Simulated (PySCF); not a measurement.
# GeH₆O₂Si: geometry, electronic excitations

What electronic excitations should GeH₆O₂Si (`O[SiH](O)[GeH3]`) show?

The runs use PySCF 2.14.0, with density-fitted response routines of our own; the level of theory stands in each step. All values are computed, except where a source is named. Atoms count from 0, in the outputs and in this text.

### 1 Starting geometry

10 atoms, charge 0, multiplicity 1; geometry from: GFN2-xTB. The atoms were then displaced at random by about 0.01 Å, so the start is not that level's minimum.

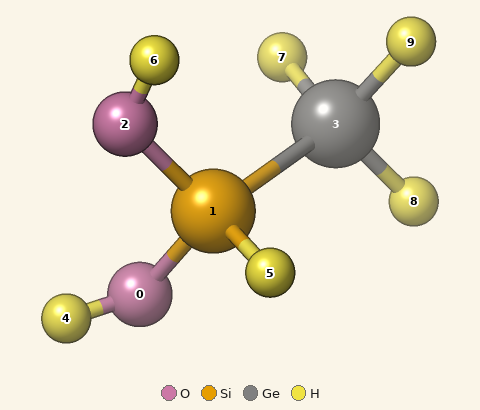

The starting geometry (oxygen pink, silicon amber, germanium grey, hydrogen yellow), atoms numbered.

### 2 Geometry optimisation at PBE0-D3(BJ)/def2-SVP

What the job is given:

```
{"job": {"xc": "PBE0", "basis": "def2-SVP", "d3": "d3bj", "grid": 1, "shake": 0.01, "kind": "geom"}, "charge": 0, "multiplicity": 1}
O     -1.372870    -1.081880    -0.844630
Si    -0.736390    -0.163180     0.317270
O     -1.449880     1.307720     0.197390
Ge     1.568860    -0.128580    -0.179060
H     -2.325330    -0.976250    -1.055320
H     -1.050330    -0.704150     1.638980
H     -1.098320     2.039680     0.722650
H      1.955840     0.443040    -1.507630
H      2.220980    -1.452500    -0.110870
H      2.337870     0.695190     0.800170
```

On the command line:

```sh
> OMP_NUM_THREADS=1 python probes_run.py task.json out
```

One launch serves the whole session: the jobs run in the order shown.

**Question.** This job is followed by: TDDFT PBE0/def2-TZVPD, vertical, gas phase, core orbitals frozen in the response. What will the session give for the following? point group; rotational constants (main isotopes); lowest singlet (PBE0/def2-TZVPD); brightest single state of those computed; lowest triplet.

**Answer**, as computed:

```
                                quantity                        value
                             point group                           C1
    rotational constants (main isotopes)         6.19, 1.78, 1.50 GHz
        lowest singlet (PBE0/def2-TZVPD)  6.28 eV (198 nm), f = 0.012
brightest single state of those computed  state 4, 7.51 eV, f = 0.239
                          lowest triplet                      5.76 eV
```

In words: The start of the PBE0/def2-SVP relaxation was shaken at random by about 0.01 Å, so part of the energy gained, and of the first lengths quoted, undoes that. The optimisation took 19 steps and gained 0.217 eV; among the close pairs (by a distance rule), Ge3–H8 changed most, from 1.477 to 1.540 Å. The first singlet state (HOMO→LUMO 0.92) lies at 6.28 eV and is weak; of the 10 states computed, the strongest absorption comes from state 4 at 7.51 eV. The lowest triplet lies 0.51 eV below the lowest singlet (triplets in Tamm-Dancoff, singlets in full TDDFT).
